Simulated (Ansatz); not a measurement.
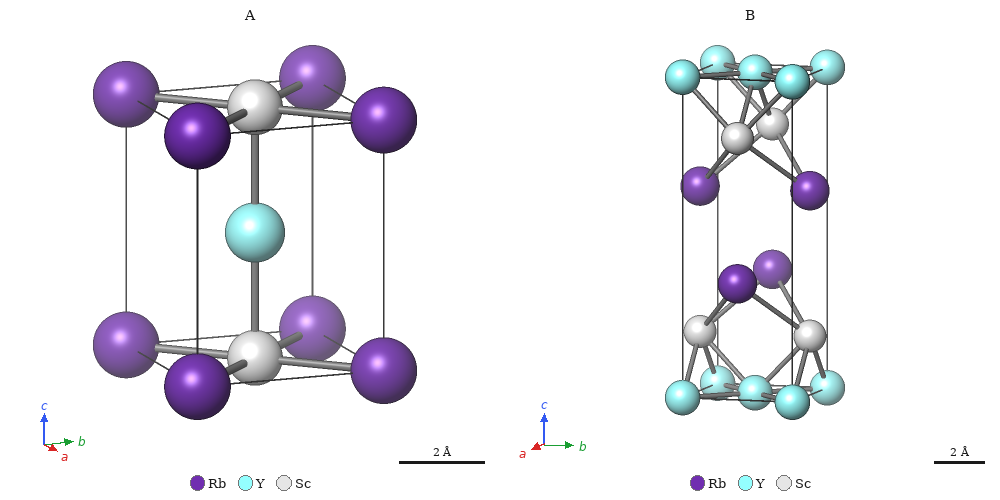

Two structures of RbYSc, each relaxed to rest (conventional cells in solid outline, small ones repeated, not to one scale). Method: DFT PBE, scalar-relativistic, plane waves, PAW (Ansatz 0.2.0), without spin polarisation.

Question: What are the two structures?

Answer: A: 3 atoms a cell on a primitive tetragonal lattice, P4/mmm. B: PbFCl type, P4/nmm.

Question: Which structure wins energetically, and by what margin?

Answer: B is lower, by 688 meV/atom at this level of theory (energies at zero smearing). Volumes: A 45.6, B 46.5 Å³/atom.

One or both may be structure types tried for this composition rather than known phases.
